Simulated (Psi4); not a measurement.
# MP2/def2-SVPD (density fitting, core potential, density fitting for correlation, sweep point 6) run of Cl3HSiTe (SMILES Cl[Si](Cl)(Cl)[TeH])

Wanted: a single-point energy of Cl3HSiTe. 

The calculation is run with Psi4 1.11.

## Step 1: The molecule

Cl3HSiTe: 6 atoms, total charge 0, spin state singlet. SMILES: `Cl[Si](Cl)(Cl)[TeH]`. The shape is that of a PBE0-D4/def2-TZVP optimisation.

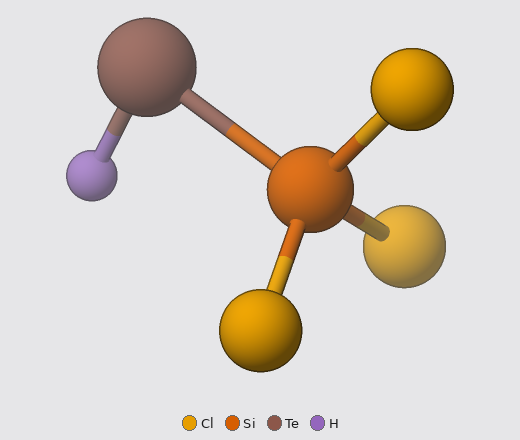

Viewed from a chosen angle; chlorine amber, silicon orange, tellurium brown, hydrogen purple.

## Step 2: A single-point energy at MP2/def2-SVPD (density fitting, core potential, density fitting for correlation, sweep point 6)

calc.py reads:

```python
import psi4

psi4.set_memory('1600 MB')
psi4.set_num_threads(1)
psi4.core.set_output_file('cl3hsite.out', False)

mol = psi4.geometry("""
Cl    -0.715400    -1.045700     1.752700
Si     0.251100    -0.479700     0.052400
Cl     2.191700    -1.088300     0.159900
Cl    -0.657800    -1.437500    -1.497400
Te     0.315000     1.970200    -0.241400
H     -1.342500     2.016800    -0.272400
symmetry c1
""")

psi4.set_options({
    'basis': 'def2-SVPD',
    'scf_type': 'df',
    'num_frozen_docc': 24,
    'diis_max_vecs': 4,
})

energy_value, wavefunction = psi4.energy('mp2', return_wfn=True)
print(f'total energy {energy_value:.8f} hartree = {energy_value * 27.211386:.5f} eV')
for k, v in sorted(psi4.core.scalar_variables().items()):
    print(f'{k:45s} {v:18.10f}')
```

The run is started by

```console
$ python calc.py
```

cl3hsite.out:

```text
=> Loading Basis Set <=

    Name: DEF2-SVPD
    Role: ORBITAL
    Keyword: BASIS

    !!!  WARNING: ECP capability is in beta. Please check occupations closely.  !!!

         ---------------------------------------------------------
                                   SCF
                              RHF Reference
                        1 Threads,   1525 MiB Core
         ---------------------------------------------------------

  ==> Geometry <==

    Molecular point group: c1
    Full point group: C1

    Geometry (in Angstrom), charge = 0, multiplicity = 1:

       Center              X                  Y                   Z               Mass
    ------------   -----------------  -----------------  -----------------  -----------------
         CL          -1.000521951520    -1.499313161199     1.812021385557    34.968852682000
         SI          -0.034021951520    -0.933313161199     0.111721385557    27.976926534650
         CL           1.906578048480    -1.541913161199     0.219221385557    34.968852682000
         CL          -0.942921951520    -1.891113161199    -1.438078614443    34.968852682000
         TE           0.029878048480     1.516586838801    -0.182078614443   129.906222748000
         H           -1.627621951520     1.563186838801    -0.213078614443     1.007825032230

  Running in c1 symmetry.

  Rotational constants: A =      0.04403  B =      0.02090  C =      0.02070 [cm^-1]
  Rotational constants: A =   1320.10669  B =    626.57553  C =    620.44710 [MHz]
  Nuclear repulsion =  588.090961892079918

  Charge       = 0
  Multiplicity = 1
  Electrons    = 90
  Nalpha       = 45
  Nbeta        = 45

  ==> Algorithm <==

  SCF Algorithm Type is DF.
  DIIS enabled.
  MOM disabled.
  Fractional occupation disabled.
  Guess Type is SAD.
  Energy threshold   = 1.00e-08
  Density threshold  = 1.00e-08
  Integral threshold = 1.00e-12

  ==> Primary Basis <==

  Basis Set: DEF2-SVPD
    Blend: DEF2-SVPD
    Number of shells: 60
    Number of basis functions: 148
    Number of Cartesian functions: 159
    Spherical Harmonics?: true
    Max angular momentum: 2

  Core potential: DEF2-SVPD
    Number of shells: 4
    Number of ECP primitives: 18
    Number of ECP core electrons: 28
    Max angular momentum: 3

   => Loading Basis Set <=

    Name: (DEF2-SVPD AUX)
    Role: JKFIT
    Keyword: DF_BASIS_SCF

  ==> Integral Setup <==

  DFHelper Memory: AOs need 0.129 GiB; user supplied 1.118 GiB.
  SCF_SUBTYPE=INCORE selected. In-core MEM_DF algorithm will be used.
  Using in-core AOs.

  ==> MemDFJK: Density-Fitted J/K Matrices <==

    J tasked:                   Yes
    K tasked:                   Yes
    wK tasked:                   No
    Memory [MiB]:              1144
    Algorithm:                 Core
    Schwarz Cutoff:           1E-12
    Mask sparsity (%):       2.5931
    Fitting Condition:        1E-10

   => Auxiliary Basis Set <=

  Basis Set: (DEF2-SVPD AUX)
    Blend: DEF2-UNIVERSAL-JKFIT
    Number of shells: 204
    Number of basis functions: 748
    Number of Cartesian functions: 949
    Spherical Harmonics?: true
    Max angular momentum: 5

  Minimum eigenvalue in the overlap matrix is 2.1052547967E-04.
  Reciprocal condition number of the overlap matrix is 2.6207634134E-05.
    Using symmetric orthogonalization.

  ==> Pre-Iterations <==

  SCF Guess: Superposition of Atomic Densities via on-the-fly atomic UHF (no occupation information).

   -------------------------
    Irrep   Nso     Nmo
   -------------------------
     A        148     148
   -------------------------
    Total     148     148
   -------------------------

  ==> Iterations <==

                           Total Energy        Delta E     RMS |[F,P]|

   @DF-RHF iter SAD: -1932.94701207547223   -1.93295e+03   0.00000e+00
   @DF-RHF iter   1: -1934.31646183283556   -1.36945e+00   4.68690e-03 DIIS/ADIIS
   @DF-RHF iter   2: -1934.62148785149111   -3.05026e-01   2.26303e-03 DIIS/ADIIS
   @DF-RHF iter   3: -1934.67116181448341   -4.96740e-02   2.43298e-04 DIIS/ADIIS
   @DF-RHF iter   4: -1934.67272131203413   -1.55950e-03   9.29158e-05 DIIS
   @DF-RHF iter   5: -1934.67293993861585   -2.18627e-04   4.18036e-05 DIIS
   @DF-RHF iter   6: -1934.67298646562836   -4.65270e-05   9.89883e-06 DIIS
   @DF-RHF iter   7: -1934.67298998614592   -3.52052e-06   3.05245e-06 DIIS
   @DF-RHF iter   8: -1934.67299037444309   -3.88297e-07   1.13853e-06 DIIS
   @DF-RHF iter   9: -1934.67299042805212   -5.36090e-08   4.18617e-07 DIIS
   @DF-RHF iter  10: -1934.67299043523303   -7.18092e-09   1.83212e-07 DIIS
   @DF-RHF iter  11: -1934.67299043616049   -9.27457e-10   9.01314e-08 DIIS
   @DF-RHF iter  12: -1934.67299043641879   -2.58296e-10   2.96635e-08 DIIS
   @DF-RHF iter  13: -1934.67299043644289   -2.41016e-11   1.11309e-08 DIIS
   @DF-RHF iter  14: -1934.67299043644744   -4.54747e-12   4.74933e-09 DIIS
  Energy and wave function converged.

  ==> Post-Iterations <==

    Orbital Energies [Eh]
    ---------------------

    Doubly Occupied:

       1A   -104.828567     2A   -104.826208     3A   -104.826173
       4A    -68.916467     5A    -10.590052     6A    -10.587657
       7A    -10.587644     8A     -8.064765     9A     -8.062376
      10A     -8.062365    11A     -8.062053    12A     -8.062032
      13A     -8.059648    14A     -8.059636    15A     -8.059594
      16A     -8.059577    17A     -7.140227    18A     -6.271028
      19A     -5.112043    20A     -5.108507    21A     -5.100069
      22A     -4.382452    23A     -4.382146    24A     -4.381149
      25A     -1.971703    26A     -1.968956    27A     -1.959995
      28A     -1.956316    29A     -1.955291    30A     -1.159399
      31A     -1.115866    32A     -1.112934    33A     -0.856433
      34A     -0.702126    35A     -0.591082    36A     -0.586630
      37A     -0.556386    38A     -0.515000    39A     -0.511876
      40A     -0.497946    41A     -0.484822    42A     -0.476633
      43A     -0.468924    44A     -0.420348    45A     -0.344255

    Virtual:

      46A      0.041363    47A      0.061493    48A      0.066524
      49A      0.072030    50A      0.074077    51A      0.101529
      52A      0.103840    53A      0.118207    54A      0.122580
      55A      0.129462    56A      0.129777    57A      0.138420
      58A      0.143850    59A      0.149635    60A      0.174813
      61A      0.175758    62A      0.184131    63A      0.186805
      64A      0.202684    65A      0.203446    66A      0.231531
      67A      0.243782    68A      0.252063    69A      0.252250
      70A      0.268882    71A      0.277996    72A      0.291477
      73A      0.297766    74A      0.313663    75A      0.325476
      76A      0.332607    77A      0.350118    78A      0.353022
      79A      0.360357    80A      0.394497    81A      0.401651
      82A      0.403751    83A      0.406781    84A      0.408411
      85A      0.417972    86A      0.429997    87A      0.456954
      88A      0.457068    89A      0.472737    90A      0.474145
      91A      0.495882    92A      0.510392    93A      0.513656
      94A      0.518001    95A      0.554958    96A      0.590125
      97A      0.654021    98A      0.664511    99A      0.677863
     100A      0.683715   101A      0.696923   102A      0.743184
     103A      0.746350   104A      0.794025   105A      0.795431
     106A      0.805361   107A      0.839673   108A      0.844615
     109A      0.885724   110A      0.896401   111A      0.918085
     112A      0.927229   113A      1.073036   114A      1.094186
     115A      1.106533   116A      1.130884   117A      1.153486
     118A      1.207774   119A      1.225521   120A      1.227914
     121A      1.229525   122A      1.236273   123A      1.239754
     124A      1.249879   125A      1.253426   126A      1.269473
     127A      1.297409   128A      1.314014   129A      1.322568
     130A      1.340034   131A      1.383028   132A      1.423944
     133A      1.439138   134A      1.475420   135A      1.483644
     136A      1.551388   137A      1.590534   138A      1.608394
     139A      1.839487   140A      1.846570   141A      1.853786
     142A      1.909885   143A      1.966394   144A      2.153733
     145A     19.560662   146A     20.011218   147A     20.101683
     148A     53.456202

    Final Occupation by Irrep:
              A
    DOCC [    45 ]
    NA   [    45 ]
    NB   [    45 ]

  @DF-RHF Final Energy: -1934.67299043644744

   => Energetics <=

    Nuclear Repulsion Energy =            588.0909618920799176
    One-Electron Energy =               -3945.9171875920187631
    Two-Electron Energy =                1423.1532352634912968
    Total Energy =                      -1934.6729904364474351

Computation Completed

Properties will be evaluated at   0.000000,   0.000000,   0.000000 [a0]

Properties computed using the SCF density matrix

 Multipole Moments:

 ------------------------------------------------------------------------------------
     Multipole            Electronic (a.u.)      Nuclear  (a.u.)        Total (a.u.)
 ------------------------------------------------------------------------------------

 L = 1.  Multiply by 2.5417464519 to convert [e a0] to [Debye]
 Dipole X            :          3.6744456           -3.8051065           -0.1306609
 Dipole Y            :        111.9139301         -111.4085855            0.5053446
 Dipole Z            :        -13.4136634           13.3507728           -0.0628906
 Magnitude           :                                                    0.5257382

 ------------------------------------------------------------------------------------

	total time  =          2 seconds =       0.03 minutes

  //>>>>>>>>>>>>>>>>>>>>>>>>>>>>>>>>>>>//
  //               DFMP2               //
  //<<<<<<<<<<<<<<<<<<<<<<<<<<<<<<<<<<<//

   => Loading Basis Set <=

    Name: (DEF2-SVPD AUX)
    Role: RIFIT
    Keyword: DF_BASIS_MP2

	 --------------------------------------------------------
	                          DF-MP2
	      2nd-Order Density-Fitted Moller-Plesset Theory
	              RMP2 Wavefunction,   1 Threads

	 --------------------------------------------------------

   => Auxiliary Basis Set <=

  Basis Set: (DEF2-SVPD AUX)
    Blend: DEF2-SVPD-RI
    Number of shells: 139
    Number of basis functions: 465
    Number of Cartesian functions: 562
    Spherical Harmonics?: true
    Max angular momentum: 4

	 --------------------------------------------------------
	                 NBF =   148, NAUX =   465
	 --------------------------------------------------------
	   CLASS    FOCC     OCC    AOCC    AVIR     VIR    FVIR
	   PAIRS      24      45      21     103     103       0
	 --------------------------------------------------------

	-----------------------------------------------------------
	 ==================> DF-MP2 Energies <====================
	-----------------------------------------------------------
	 Reference Energy          =   -1934.6729904364474351 [Eh]
	 Singles Energy            =      -0.0000000000000000 [Eh]
	 Same-Spin Energy          =      -0.1824339369460636 [Eh]
	 Opposite-Spin Energy      =      -0.4746427359973049 [Eh]
	 Correlation Energy        =      -0.6570766729433685 [Eh]
	 Total Energy              =   -1935.3300671093907113 [Eh]
	-----------------------------------------------------------
	 ================> DF-SCS-MP2 Energies <==================
	-----------------------------------------------------------
	 SCS Same-Spin Scale       =       0.3333333333333333 [-]
	 SCS Opposite-Spin Scale   =       1.2000000000000000 [-]
	 SCS Same-Spin Energy      =      -0.0608113123153545 [Eh]
	 SCS Opposite-Spin Energy  =      -0.5695712831967659 [Eh]
	 SCS Correlation Energy    =      -0.6303825955121204 [Eh]
	 SCS Total Energy          =   -1935.3033730319596089 [Eh]
	-----------------------------------------------------------

	total time  =          1 seconds =       0.02 minutes
```

Standard output:

```text
total energy -1935.33006711 hartree = -52663.01349 eV
CURRENT CORRELATION ENERGY                         -0.6570766729
CURRENT ENERGY                                  -1935.3300671094
CURRENT REFERENCE ENERGY                        -1934.6729904364
CUSTOM SCS-MP2 CORRELATION ENERGY                  -0.6303825955
CUSTOM SCS-MP2 TOTAL ENERGY                     -1935.3033730320
DD SOLVATION ENERGY                                 0.0000000000
HF KINETIC ENERGY                                1769.7512199388
HF POTENTIAL ENERGY                             -3704.4242103752
HF TOTAL ENERGY                                 -1934.6729904364
HF VIRIAL RATIO                                     2.0931892396
MP2 CORRELATION ENERGY                             -0.6570766729
MP2 DOUBLES ENERGY                                 -0.6570766729
MP2 OPPOSITE-SPIN CORRELATION ENERGY               -0.4746427360
MP2 SAME-SPIN CORRELATION ENERGY                   -0.1824339369
MP2 SINGLES ENERGY                                 -0.0000000000
MP2 TOTAL ENERGY                                -1935.3300671094
NUCLEAR REPULSION ENERGY                          588.0909618921
ONE-ELECTRON ENERGY                             -3945.9171875920
PCM POLARIZATION ENERGY                             0.0000000000
PE ENERGY                                           0.0000000000
SCF ITERATION ENERGY                            -1934.6729904364
SCF ITERATIONS                                     14.0000000000
SCF TOTAL ENERGY                                -1934.6729904364
SCS-MP2 CORRELATION ENERGY                         -0.6303825955
SCS-MP2 TOTAL ENERGY                            -1935.3033730320
TWO-ELECTRON ENERGY                              1423.1532352635
```

Wall time 3.9 s (1 thread of Intel Xeon 6975P-C (Granite Rapids), shared host); peak memory 0.35 GiB.

## Step 3: What came out

At MP2/def2-SVPD (density fitting, core potential, density fitting for correlation, sweep point 6), 24 core orbitals frozen:

```
                                    quantity           value
                                total energy  -1935.33007 Eh
         HOMO energy (Hartree–Fock orbitals)        -9.37 eV
         LUMO energy (Hartree–Fock orbitals)         1.13 eV
       HOMO–LUMO gap (Hartree–Fock orbitals)        10.49 eV
correlation energy (24 core orbitals frozen)      -657.1 mEh
```
